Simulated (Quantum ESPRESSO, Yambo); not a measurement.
# AlN (P6_3mc): G0W0 in Yambo against the bands, part 2 of 2

Aim: move the bands of a G0W0 run on AlN (P6_3mc) over a wide range.

Yambo 5.3.0; PBE and many-body steps on it, plane waves. Known limits of the many-body steps: not at the basis limit; coarse k mesh.

So far. Step 4 (132 bands): Against the run before, the gap moves by +0.083 eV.

The database entry behind the starting cell differs from later determinations by our own check (inner coordinate u about 0.002 short), so it need not match the best structure at ambient conditions.

### Step 5. 237 bands

Level of this step: G0W0 on PBE, plane waves, norm-conserving pseudopotentials (Yambo).

gw4.in

```
HF_and_locXC
gw0
dyson
ppa
em1d
rim_cut
RandQpts= 1000000
RandGvec= 1 RL
EXXRLvcs= 72 Ry
VXCRLvcs= 288 Ry
Chimod= "HARTREE"
% BndsRnXp
 1 | 237 |
%
NGsBlkXp= 15.5 Ry
% LongDrXp
 1 | 1 | 1 |
%
% GbndRnge
 1 | 237 |
%
DysSolver= "n"
ExtendOut
PPAPntXp= 27.21138 eV
% QPkrange
 1 | 1 | 7 | 10 |
%
```

On the command line:

```bash
> OMP_NUM_THREADS=1 mpirun -n 4 yambo -F gw4.in -J gw4 -C gw4 > gw4.log
```

The log of the run:

```text
 Yambo, version 5.3.0

 [02] CORE Variables Setup
 =========================

  [... cell, symmetries and grids as in the set-up ...]

  [02.05] Energies & Occupations
  ==============================

  [X] === General ===
  [X] Electronic Temperature                        :  0.000000  0.000000 [eV K]
  [X] Bosonic    Temperature                        :  0.000000  0.000000 [eV K]
  [X] Finite Temperature mode                       : no
  [X] El. density                                   :  0.38275E+24 [cm-3]
[...]
Sx RL components                                 :  2875

   QP @ state[ 1 ] K range                          :  1  1
   QP @ state[ 1 ] b range                          :   7  10
   GF energies kind                                 : Perdew, Burke & Ernzerhof(X)+Perdew, Burke & Ernzerhof(C)
   GF WF`s kind                                     : Perdew, Burke & Ernzerhof(X)+Perdew, Burke & Ernzerhof(C)
   Xs energies kind                                 : Perdew, Burke & Ernzerhof(X)+Perdew, Burke & Ernzerhof(C)
   Xs WF`s kind                                     : Perdew, Burke & Ernzerhof(X)+Perdew, Burke & Ernzerhof(C)

 [11] Game Over & Game summary
```

Run time: 94 s. Hardware: 4 MPI ranks of Arm Neoverse V1, shared host; peak memory 1.7 GiB; 6.2 min of CPU time.

This step gave:

```yaml
g0w0_gap_on_the_points_computed: 5.615 eV
starting_gap_on_the_mesh: 4.221 eV
k_of_the_valence_top: 0, 0, 0
k_of_the_conduction_bottom: 0, 0, 0
least_direct_g0w0_gap_on_the_computed_points: 5.615 eV
```

Against the run before, the gap moves by +0.058 eV.

### Step 6. 360 bands

gw5.in

```
HF_and_locXC
gw0
dyson
ppa
em1d
rim_cut
RandQpts= 1000000
RandGvec= 1 RL
EXXRLvcs= 72 Ry
VXCRLvcs= 288 Ry
Chimod= "HARTREE"
% BndsRnXp
 1 | 360 |
%
NGsBlkXp= 15.5 Ry
% LongDrXp
 1 | 1 | 1 |
%
% GbndRnge
 1 | 360 |
%
DysSolver= "n"
ExtendOut
PPAPntXp= 27.21138 eV
% QPkrange
 1 | 1 | 7 | 10 |
%
```

On the command line:

```bash
> OMP_NUM_THREADS=1 mpirun -n 4 yambo -F gw5.in -J gw5 -C gw5 > gw5.log
```

The log of the run:

```text
 Yambo, version 5.3.0

 [02] CORE Variables Setup
 =========================

  [... cell, symmetries and grids as in the set-up ...]

  [02.05] Energies & Occupations
  ==============================

  [X] === General ===
  [X] Electronic Temperature                        :  0.000000  0.000000 [eV K]
  [X] Bosonic    Temperature                        :  0.000000  0.000000 [eV K]
  [X] Finite Temperature mode                       : no
  [X] El. density                                   :  0.38275E+24 [cm-3]
[...]
Sx RL components                                 :  2875

   QP @ state[ 1 ] K range                          :  1  1
   QP @ state[ 1 ] b range                          :   7  10
   GF energies kind                                 : Perdew, Burke & Ernzerhof(X)+Perdew, Burke & Ernzerhof(C)
   GF WF`s kind                                     : Perdew, Burke & Ernzerhof(X)+Perdew, Burke & Ernzerhof(C)
   Xs energies kind                                 : Perdew, Burke & Ernzerhof(X)+Perdew, Burke & Ernzerhof(C)
   Xs WF`s kind                                     : Perdew, Burke & Ernzerhof(X)+Perdew, Burke & Ernzerhof(C)

 [11] Game Over & Game summary
```

Elapsed: 2.4 min, on 4 MPI ranks; peak memory 2 GiB.

This step gave:

- G0W0 gap on the points computed: 5.639 eV
- starting gap on the mesh: 4.221 eV
- k of the valence top: 0, 0, 0
- k of the conduction bottom: 0, 0, 0
- least direct G0W0 gap on the computed points: 5.639 eV

Against the run before, the gap moves by +0.024 eV.

### Step 7. 501 bands

gw6.in

```
HF_and_locXC
gw0
dyson
ppa
em1d
rim_cut
RandQpts= 1000000
RandGvec= 1 RL
EXXRLvcs= 72 Ry
VXCRLvcs= 288 Ry
Chimod= "HARTREE"
% BndsRnXp
 1 | 501 |
%
NGsBlkXp= 15.5 Ry
% LongDrXp
 1 | 1 | 1 |
%
% GbndRnge
 1 | 501 |
%
DysSolver= "n"
ExtendOut
PPAPntXp= 27.21138 eV
% QPkrange
 1 | 1 | 7 | 10 |
%
```

On the command line:

```bash
> OMP_NUM_THREADS=1 mpirun -n 4 yambo -F gw6.in -J gw6 -C gw6 > gw6.log
```

The log of the run:

```text
 Yambo, version 5.3.0

 [02] CORE Variables Setup
 =========================

  [... cell, symmetries and grids as in the set-up ...]

  [02.05] Energies & Occupations
  ==============================

  [X] === General ===
  [X] Electronic Temperature                        :  0.000000  0.000000 [eV K]
  [X] Bosonic    Temperature                        :  0.000000  0.000000 [eV K]
  [X] Finite Temperature mode                       : no
  [X] El. density                                   :  0.38275E+24 [cm-3]
[...]
Sx RL components                                 :  2875

   QP @ state[ 1 ] K range                          :  1  1
   QP @ state[ 1 ] b range                          :   7  10
   GF energies kind                                 : Perdew, Burke & Ernzerhof(X)+Perdew, Burke & Ernzerhof(C)
   GF WF`s kind                                     : Perdew, Burke & Ernzerhof(X)+Perdew, Burke & Ernzerhof(C)
   Xs energies kind                                 : Perdew, Burke & Ernzerhof(X)+Perdew, Burke & Ernzerhof(C)
   Xs WF`s kind                                     : Perdew, Burke & Ernzerhof(X)+Perdew, Burke & Ernzerhof(C)

 [11] Game Over & Game summary
```

The job ended after 3.5 min (4 MPI ranks; peak memory 2.4 GiB; 14 min of CPU time).

Numbers from this step:

* G0W0 gap on the points computed: 5.648 eV
* starting gap on the mesh: 4.221 eV
* k of the valence top: 0, 0, 0
* k of the conduction bottom: 0, 0, 0
* least direct G0W0 gap on the computed points: 5.648 eV

Against the run before, the gap moves by +0.009 eV.

### Step 8. Side by side

Times are wall times on 4 MPI ranks of Arm Neoverse V1, shared host, good to a factor of about two.

| run | mesh | bands | screening cutoff (eV) | DFT gap (eV) | gap on the mesh (eV) | direct (eV) | time |
| --- | --- | --- | --- | --- | --- | --- | --- |
| 36 bands | 3×3×4 | 36 | 210.9 | 4.221 | 5.435 | 5.435 | 15 s |
| 69 bands | 3×3×4 | 69 | 210.9 | 4.221 | 5.474 | 5.474 | 28 s |
| 132 bands | 3×3×4 | 132 | 210.9 | 4.221 | 5.558 | 5.558 | 52 s |
| 237 bands | 3×3×4 | 237 | 210.9 | 4.221 | 5.615 | 5.615 | 94 s |
| 360 bands | 3×3×4 | 360 | 210.9 | 4.221 | 5.639 | 5.639 | 2.4 min |
| 501 bands | 3×3×4 | 501 | 210.9 | 4.221 | 5.648 | 5.648 | 3.5 min |

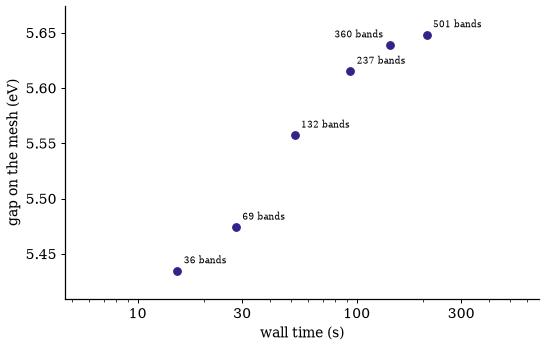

Result against wall time.

### Step 9. Results

```
36 bands     : 5.435 eV
69 bands     : 5.474 eV
132 bands    : 5.558 eV
237 bands    : 5.615 eV
360 bands    : 5.639 eV
501 bands    : 5.648 eV
known limits : not at the basis limit; coarse k mesh
```

What this shows: The setting moved: bands. From 36 bands to 501 bands the gap moves by +0.21 eV, for 14 times the time. It holds to 0.03 eV from 360 bands on. Bands and screening cutoff are coupled, so a series along one setting does not show full convergence. Bands and cutoff are finite, so the gap is not at the basis limit. The miss can reach some tenths of an eV and take either sign; the mesh is an error of its own. In the G0W0 runs levels were corrected at 1 k point alone, so a gap called «on the mesh» is the least over those, and an edge elsewhere would be missed. The 3×3×4 mesh is coarse for this cell, which bears on the long-range parts of exchange and screening.

[Paths, hosts, dates, memory and timing lines, banners, echoed tables and standing remarks are left out of the program output.]

[Logs are printed without paths, hosts, clocks, repeated set-up lines and the standing remarks that a program may print on its own settings, such as how far it seeks lower states.]

[Runs of the session that timed out or met a known fault of the program may be left out.]

[Hosts, paths, dates, database ids (printed as entryN), source tags and the programs' standing remarks are cut or masked in the printed files.]
